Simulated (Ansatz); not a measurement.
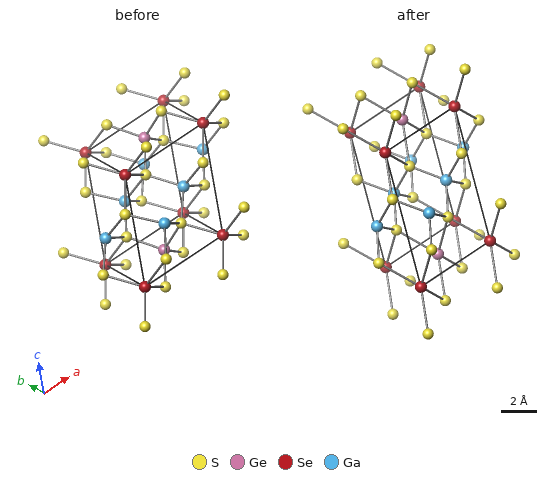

The structure of solid Ga₂GeSeS₄ (a generated structure, set up in I-42m) before (left) and after (right) a relaxation, at one scale.

A ball-and-stick model of the cell of the calculation, seen slightly off an axis.

The start is a swapped structure.

These are results of DFT, PAW plane waves, PBE in Ansatz, not measurements. (plane-wave cutoff 420 eV; k-point mesh 5 × 5 × 5; occupations cold; smearing width 0.0318 eV; no spin polarisation; cell and atoms relaxed; force threshold 0.03 eV/Å; at most 60 steps)

Summarise the run.

The largest moves relative to the cell, 0.28 Å, are those of S atoms. Ge and Ga and Se stay in place. The drawn cell changes as follows: a = b 5.630 → 4.999 Å (−11.2 %), c 6.715 → 8.129 Å (+21.0 %), α 65.2° → 72.1°, β 65.2° → 72.1°; the volume changes by +6.7 %. Near-neighbour distances that change, for instance: Ge–S 2.336 → 2.801 Å, S–Se 2.567 → 2.828 Å, Ga–S 2.368 → 2.298 Å. Among the angles between lasting bonds that change: S–Ge–S 104.6° → 77.1°, S–Ge–S 112.0° → 127.7°, S–Ga–S 114.8° → 100.5°. The space group stays I-42m (No. 121). The energy falls by 435 meV per atom in 13 accepted moves (16 points after the start). The largest force component goes from 0.61 to 0.00021 eV/Å. Pressure: 10.83 GPa at the start and 0.00 GPa at the end. The line search rejected the trial step at point 13 of the run. At 2 points the geometry stayed and the basis and grid were re-selected for the new cell (energy shift of 32.0 meV per atom at most each time). The run took 110 s on 2 threads of Intel(R) Xeon(R) 6975P-C (Granite Rapids), with other jobs on the host, peak memory 0.57 GiB.
